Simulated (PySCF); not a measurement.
# Br4Si, SMILES `Br[Si](Br)(Br)Br`: electronic structure

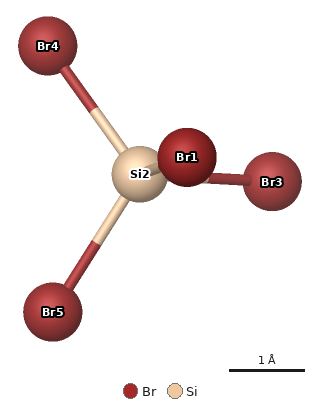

The molecule, with its atoms numbered as below. No frequency check shows the geometry to be a minimum.

Geometry (Å), atoms numbered from 1:

```
Br1     -1.2757    0.0568    1.8031
Si2      0.0004    0.0003    0.0002
Br3     -1.2758   -0.0568   -1.8031
Br4      1.2756   -1.8032    0.0567
Br5      1.2758    1.8031   -0.0568
```

## 1. Bonding charge

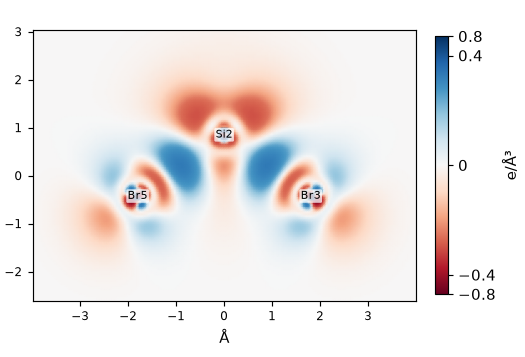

Deformation density (molecule less spherical, spin-averaged free atoms) in the plane of Si2, Br3 and Br5; colour scale in e/Å³, logarithmic beyond ±0.1; blue: gain, red: loss.

Computed with PySCF, ωB97X/def2-TZVP, geometry: GFN2-xTB.

How much density has each bond in this plane gained at its critical point, relative to the free atoms?

Answer. Si2–Br5 and Si2–Br3: +0.11 e/Å³ at the bond critical point (bond length 2.21 Å, Mayer order 1.3). In all, 1.1 electrons gather in the regions of gain relative to the promolecule. A small or negative value marks a very polar bond, one between electron-rich atoms, whose free-atom densities already overlap strongly, a long bond to a heavier atom, or a closed-shell contact such as a hydrogen bond.

## 2. Local ionisation energy

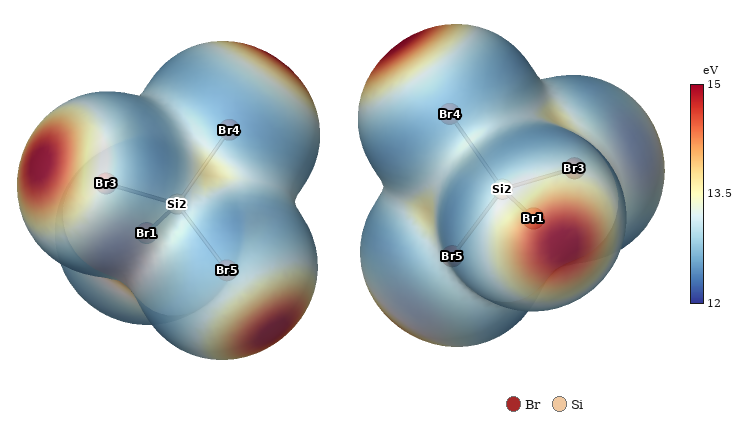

Average local ionisation energy on the surface of electron density 0.001 a.u. (back view left, front view right).

Locate the minima of the map.

Answer. The lowest value is 12.5 eV, 2.2 Å from Br3, and at like points elsewhere. For comparison, the highest occupied orbital lies at −11.0 eV.

## 3. In an electric field

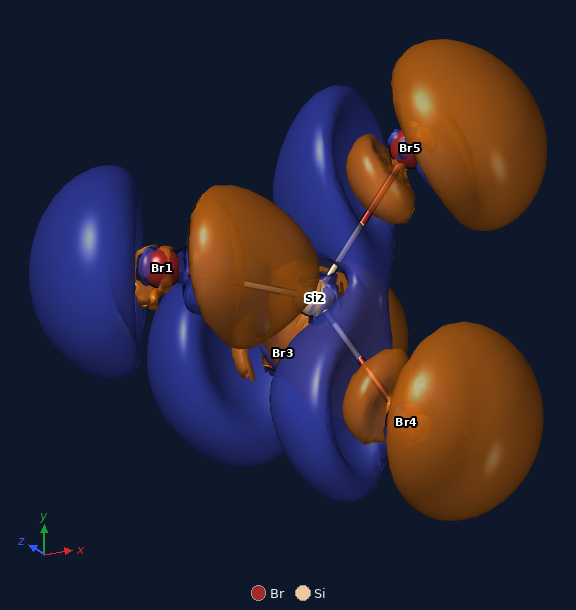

Change of the electron density in a uniform field of 0.21 V/Å, surfaces at ±0.0015 e/Å³ (orange: gain, blue: loss).

Computed with PySCF, ωB97X/def2-TZVP, geometry: GFN2-xTB. A basis without diffuse functions makes polarisabilities too small.

The field was applied in both directions; the picture shows the one opposite to the script's first.

Along which Cartesian direction does the field point?

Answer. Along −x: electrons gather on the +x side, against the field.

What dipole is induced, and what polarisability does it imply?

Answer. The induced dipole is 1.01 D (along the field); α along this axis, from the fields in both directions, is 99 bohr³ (14.7 Å³).
